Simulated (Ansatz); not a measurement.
# FH4NOSSn: a ladder of functionals and wavefunction methods

Aim: compute FH4NOSSn with functionals from several rungs and with coupled cluster, and see how far each lands from CCSD(T) at the basis-set limit for the atomisation energy.

The runs use Ansatz 0.2.0, Gaussian basis; functionals in def2-TZVPP, the program's frozen cores in correlated methods.

Plan: LDA (SPW92), PBE-D4, revPBE-D4, BLYP-D4, r2SCAN-D4, B97M-V, PBE0-D4, B3LYP-D4, r2SCANh-D4, r2SCAN0-D4, HSE06-D4, BHLYP-D4, CAM-B3LYP-D4, LC-ωPBE, ωB97X-V, ωB97M-V, B2PLYP, PBE-QIDH; CCSD(T)/def2-SVP; CCSD(T)/def2-TZVPP; MP2/def2-QZVPP; extrapolation to the limit; RPA on PBE.

## Step 1: The geometry

The geometry comes from an earlier relaxation with PBE0-D4 in a triple-zeta def2 set; it is a stationary point, not always the lowest conformer. Sn takes the def2 core potential; no spin-orbit term is included.

SMILES `[NH2][Sn]([OH])([F])[SH]`, 9 atoms, charge 0, spin multiplicity 1.

Atoms are counted from 1 here; the program's logs count them from 0.

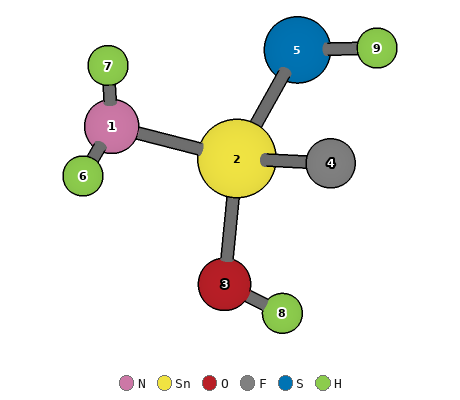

The geometry (nitrogen pink, tin yellow, oxygen red, fluorine grey, sulfur blue, hydrogen green); atoms are numbered from 1 in the order of the file.

## Step 2: LDA

This LDA is Slater exchange with PW92 correlation.

File in.yaml:

```yaml
crystal:
  periodic: [false, false, false]
  atoms:
    - {symbol: N, position_ang: [1.291560, 1.213853, -0.487896]}
    - {symbol: Sn, position_ang: [-0.071718, -0.133739, 0.041078]}
    - {symbol: O, position_ang: [0.931813, -1.790954, 0.164588]}
    - {symbol: F, position_ang: [-1.439572, -0.477803, -1.272315]}
    - {symbol: S, position_ang: [-1.333013, 0.508180, 1.943939]}
    - {symbol: H, position_ang: [1.897338, 0.900076, -1.235277]}
    - {symbol: H, position_ang: [0.909414, 2.118887, -0.727111]}
    - {symbol: H, position_ang: [0.374312, -2.568613, 0.250578]}
    - {symbol: H, position_ang: [-2.471735, 0.183712, 1.305318]}
basis:
  gaussian: {orbitals: def2-TZVPP}
hamiltonian: {xc: lda}
output: {orbitals: {seedname: orbitals}}
```

On the command line:

```sh
ansatz run in.yaml --threads 4 --pin off --events-out ev --progress --plain --max-ram 10444MiB
```

Further steps of the session: PBE-D4 (GGA); revPBE-D4 (GGA); BLYP-D4 (GGA); r2SCAN-D4 (meta-GGA); B97M-V (meta-GGA); PBE0-D4 (hybrid); B3LYP-D4 (hybrid); r2SCANh-D4 (hybrid); r2SCAN0-D4 (hybrid); HSE06-D4 (hybrid); BHLYP-D4 (hybrid); CAM-B3LYP-D4 (range-separated); LC-ωPBE (range-separated); ωB97X-V (range-separated); ωB97M-V (range-separated); B2PLYP (double hybrid); PBE-QIDH (double hybrid); CCSD(T) in def2-SVP; CCSD(T) in def2-TZVPP; MP2 in def2-QZVPP; RPA on PBE orbitals.

**Question.** What will the summary of the whole plan be? Wanted: atomisation energy, CCSD(T)/CBS; farthest beyond LDA; mean size of error, GGA; mean size of error, meta-GGA; mean size of error, hybrid; mean size of error, range-separated; mean size of error, double hybrid; gap, smallest and largest; T1 diagnostic.

As calculated:

| quantity | value |
| --- | --- |
| atomisation energy, CCSD(T)/CBS | 2944.1 kJ/mol |
| functionals within 29.4 kJ/mol (1.0 %) | BLYP-D4, B97M-V, ωB97X-V, ωB97M-V |
| farthest beyond LDA | BHLYP-D4 (-195.4 kJ/mol) |
| mean size of error, GGA | 42.3 kJ/mol |
| mean size of error, meta-GGA | 28.5 kJ/mol |
| mean size of error, hybrid | 102.7 kJ/mol |
| mean size of error, range-separated | 36.0 kJ/mol |
| mean size of error, double hybrid | 93.4 kJ/mol |
| gap, smallest and largest | 4.00 eV (LDA (SPW92)), 11.49 eV (LC-ωPBE) |
| T1 diagnostic | 0.0135 |
| triples share of the correlation energy | 3.5 % |

What this shows: LDA overbinds by 470.9 kJ/mol (16 %). PBE-D4 is off by +30.8 kJ/mol. Double hybrids carry the basis error of their MP2 part in triple zeta, and no dispersion term here, so their miss is partly the set-up's. Taken by rung, meta-GGA functionals do best (28.5 kJ/mol on average) and hybrid ones worst beyond LDA (102.7 kJ/mol). double hybrid functionals lie within the reference's doubt of that worst mean (93.4 kJ/mol), so those two tie. The gap between the best rungs is small, so their order is not settled. The mean of the hybrids holds BHLYP, with half exact exchange. Misses under about 29.4 kJ/mol are within the doubt on the reference itself, which lacks core-valence correlation, spin-orbit coupling and higher excitations, and its outer-core shells are covered unevenly. All levels share the lack of spin-orbit coupling, which lowers the free heavy atoms and so the true binding. Hartree-Fock recovers 63 % of the binding; the rest is correlation. CCSD(T) in def2-SVP is off by -333.4 kJ/mol, which most functionals beat. Orbital gaps span 4.0 to 11.5 eV; exact exchange widens them. Correlated methods include outer-core shells of Sn, which these sets cover unevenly.
